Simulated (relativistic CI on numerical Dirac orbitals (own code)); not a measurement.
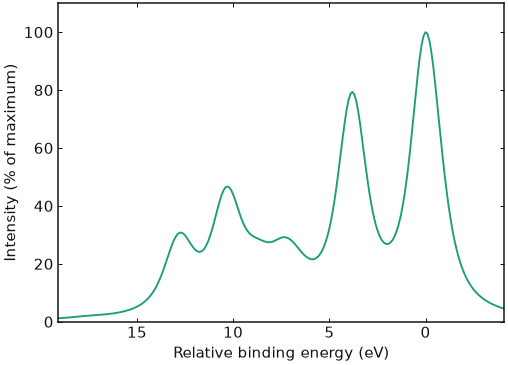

3s photoemission of nominal Ni⁴⁺ (d⁶) with U_dd = 6.9, U_pd = 7.6, 10Dq = 2.15 (ligand 1.5), V(eg) = 1.4, V(t2g) = −0.62 eV, final-state hopping scaled by 1. Charge-transfer multiplet model of a cubic metal–ligand cluster, up to 2 ligand holes (L), atomic integrals computed for Dirac–Coulomb–Breit ions and scaled by 0.8, 300 K, Voigt broadening (Lorentzian 1.4 eV, Gaussian 0.8 eV). Energies are counted from the highest peak in the lower part of the range.

Question: Estimate the charge-transfer energy Δ and the make-up of the ground state.

Answer: Δ = 1.3 eV, below U_dd, on the charge-transfer side of the Zaanen–Sawatzky–Allen scheme. The ground state is 52 % d⁶, 44 % d⁷L and 3 % d⁸L², with 6.51 d electrons and S = 0.07. The main maxima lie at 0.0 eV (100), 3.8 eV (79), 7.3 eV (29), 10.3 eV (47) and 12.7 eV (31), heights in % of the largest.

Known limits: exchange splitting of an s hole is too large without intra-shell correlation.
